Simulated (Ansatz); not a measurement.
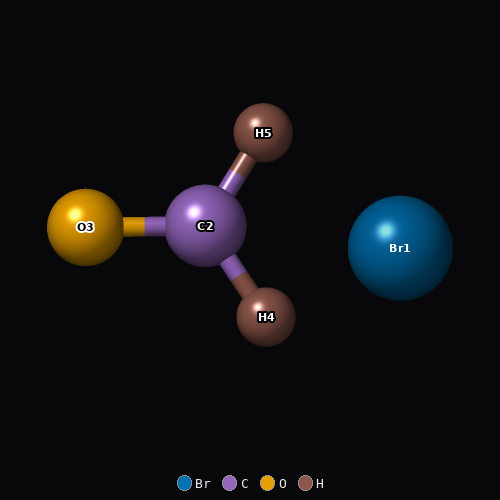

The system is the pair Br···CH₂O, charge −1; the picture shows the reference structure. The first coordinate is: separation of C2 and Br1 along their line in the relaxed pair; the second: sideways slip of Br1. Nothing is relaxed (both partners rigid). Grid: 15 × 15 points; 120 points were computed and 105 follow by symmetry. Points are written as (first, second). Energies are in kJ/mol, from the ion and the molecule far apart, frozen as in the relaxed pair, each in its own basis (no counterpoise correction). Method: Ansatz 0.2.0, RKS PBE0-D4/def2-SVPD.

Its coordinates:

```xyz
5

Br    0.2752    0.0705   -2.4800
C    -0.0687   -0.0177    0.6137
O    -1.0124   -0.3626    1.2890
H     0.7316   -0.7214    0.3003
H     0.0744    1.0313    0.2771
```

Range: separation of C2 and Br1 along their line in the relaxed pair from 2.616 to 4.616 Å; sideways slip of Br1 from −2.200 to 2.200 Å.

### What landscape does the calculation give?

The lowest grid point is at (3.089 Å, 0.000 Å), −49.7 kJ/mol from the ion and the molecule far apart, frozen as in the relaxed pair, each in its own basis (no counterpoise correction). It is the only kind of minimum in the scanned range. The highest grid point, (4.616 Å, −2.200 Å), lies 30.2 kJ/mol above the lowest. Round the minimum the two coordinates are nearly uncoupled.

```csv
"second ↓, first →",2.616,2.665,2.747,2.847,2.962,3.089,3.226,3.374,3.529,3.693,3.864,4.043,4.228,4.419,4.616
2.200,−39.1,−39.3,−39.4,−39.1,−38.3,−37.1,−35.4,−33.5,−31.5,−29.3,−27.2,−25.1,−23.1,−21.3,−19.6
1.886,−38.5,−39.5,−40.6,−41.1,−40.9,−40.0,−38.5,−36.6,−34.3,−32.0,−29.6,−27.2,−25.0,−22.9,−20.9
1.571,−35.9,−37.9,−40.4,−42.2,−42.9,−42.6,−41.3,−39.4,−37.1,−34.5,−31.8,−29.2,−26.7,−24.4,−22.2
1.257,−32.3,−35.5,−39.6,−42.7,−44.4,−44.7,−43.8,−41.9,−39.5,−36.7,−33.8,−31.0,−28.2,−25.7,−23.3
0.943,−29.1,−33.4,−38.8,−43.1,−45.7,−46.6,−45.9,−44.1,−41.6,−38.6,−35.6,−32.5,−29.5,−26.8,−24.3
0.629,−27.5,−32.4,−38.8,−43.8,−47.0,−48.2,−47.6,−45.8,−43.2,−40.1,−36.9,−33.6,−30.5,−27.6,−25.0
0.314,−27.1,−32.4,−39.2,−44.6,−48.0,−49.3,−48.8,−47.0,−44.3,−41.1,−37.7,−34.3,−31.1,−28.2,−25.4
0.000,−27.1,−32.5,−39.4,−44.9,−48.4,−49.7,−49.2,−47.4,−44.6,−41.4,−38.0,−34.6,−31.4,−28.3,−25.6
−0.314,−27.1,−32.4,−39.2,−44.6,−48.0,−49.3,−48.8,−47.0,−44.3,−41.1,−37.7,−34.3,−31.1,−28.2,−25.4
−0.629,−27.5,−32.4,−38.8,−43.8,−47.0,−48.2,−47.6,−45.8,−43.2,−40.1,−36.9,−33.6,−30.5,−27.6,−25.0
−0.943,−29.1,−33.4,−38.8,−43.1,−45.7,−46.6,−45.9,−44.1,−41.6,−38.6,−35.6,−32.5,−29.5,−26.8,−24.3
−1.257,−32.3,−35.5,−39.6,−42.7,−44.4,−44.7,−43.8,−41.9,−39.5,−36.7,−33.8,−31.0,−28.2,−25.7,−23.3
−1.571,−35.9,−37.9,−40.4,−42.2,−42.9,−42.6,−41.3,−39.4,−37.1,−34.5,−31.8,−29.2,−26.7,−24.4,−22.2
−1.886,−38.5,−39.5,−40.6,−41.1,−40.9,−40.0,−38.5,−36.6,−34.3,−32.0,−29.6,−27.2,−25.0,−22.9,−20.9
−2.200,−39.1,−39.3,−39.4,−39.1,−38.3,−37.1,−35.4,−33.5,−31.5,−29.3,−27.2,−25.1,−23.1,−21.3,−19.6
```

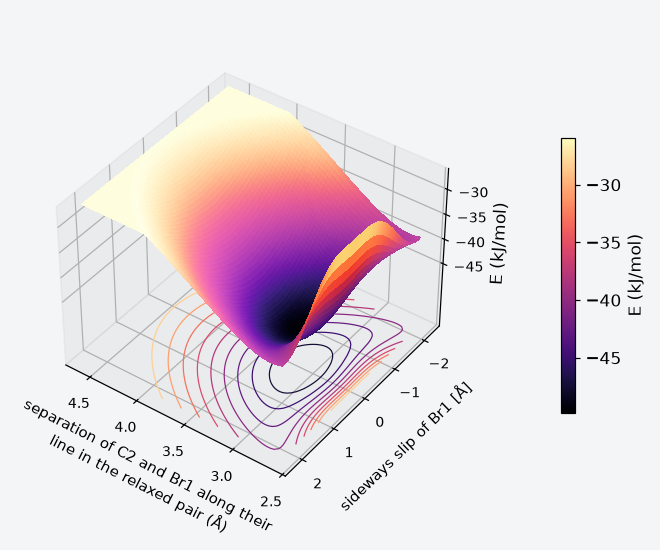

Drawn: a relief with its contours projected below, any walls above the top of the colour scale cut off. Between grid points the surface is interpolated.

Each point was launched as `ansatz run input.yaml --threads 1 --pin off --max-ram 2560MiB --backend cpu --events-out ev --progress --plain --runs-dir out`. Time for the 120 points that were run: 13 min on 1 thread of Arm Neoverse N1 (shared host).
